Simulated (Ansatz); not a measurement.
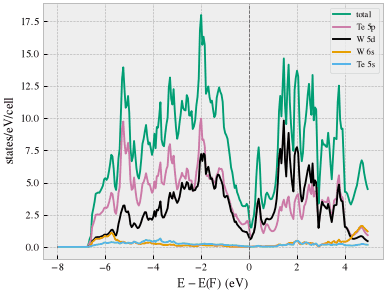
Total and projected density of states of Te2W in space group Pmn2_1 (No. 31; Pearson symbol oP12), DFT-LDA in the program Ansatz with PAW potentials

### Question
Which orbitals carry the states next to the Fermi level?

### Answer
Within 0.5 eV of the Fermi level: Te 5p 51 %, W 5d 43 %. Projections are on Löwdin-orthogonalised atomic valence shells; empty p or d shells of many metals are not among them.

### Question
Where is the tallest occupied peak in this window, and what makes it?

### Answer
Near -2.0 eV, about 18 states/eV per cell; the largest projected share is Te 5p.

The first step of the workflow began from a Materials Project structure, measured or hypothetical; the Crystallography Open Database files this formula in space group No. 31, but the cells were not matched. Whether it is the stable phase at ambient conditions was not checked. The LDA relaxation kept the symmetry of its start; its stability against distortions is not shown here. No spin polarisation was allowed. A crystal of weakly bound layers computed without a dispersion correction: the cell and the soft elastic constants depend strongly on that. Scalar-relativistic: spin–orbit coupling is off unless named, which matters more the heavier the elements.

Potentials: the earlier of the program's two PAW sets. The files were generated under PBE; for other functionals the program regenerates the frozen cores, and for LDA and PBEsol the local potential too.
